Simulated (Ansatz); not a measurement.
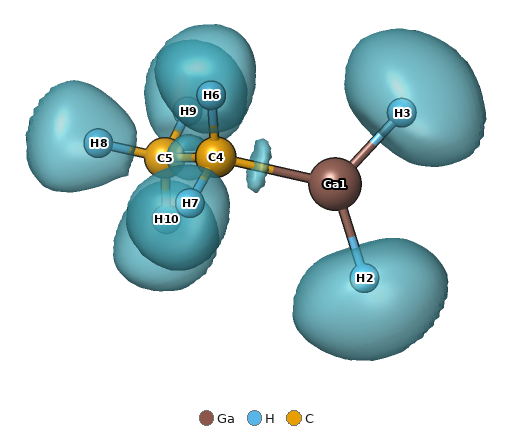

Figure. C$_{2}$H$_{7}$Ga. Isosurface of the electron localisation function at 0.85 (cyan), seen at a tilt. Only the valence region is drawn (cores and ρ < 0.01 e/Å³ removed).

Geometry: PBE0-D4/def2-SVP.

The calculation used RKS PBE0-D4/def2-TZVP in Ansatz 0.2.0.

```xyz
10

Ga    0.7421    1.3892    0.5779
H     2.3200    1.3917    0.5578
H    -0.0179    2.7709    0.5430
C    -0.2518   -0.3231    0.5738
C    -0.4257   -0.8867   -0.8398
H    -1.2371   -0.1711    1.0441
H     0.2933   -1.0478    1.2020
H    -0.9739   -1.8436   -0.8340
H    -0.9916   -0.2018   -1.4930
H     0.5426   -1.0777   -1.3318
```

Q: Identify the bonds, lone pairs and shells in this picture.

A: The surface consists of one region between bonded C–C atoms (shared pairs), seven regions around hydrogen nuclei and one lobe of the valence shell of C pointing towards Ga (polar bonds). Along the contacts the grid gives the following. C–C (1.53 Å): the ELF peaks at about 0.95 between the atoms (a shared electron pair). C–Ga (1.98 Å): the ELF peaks at about 0.90 in the valence shell of C, 0.7 Å from its nucleus, and is about 0.55 at the midpoint.
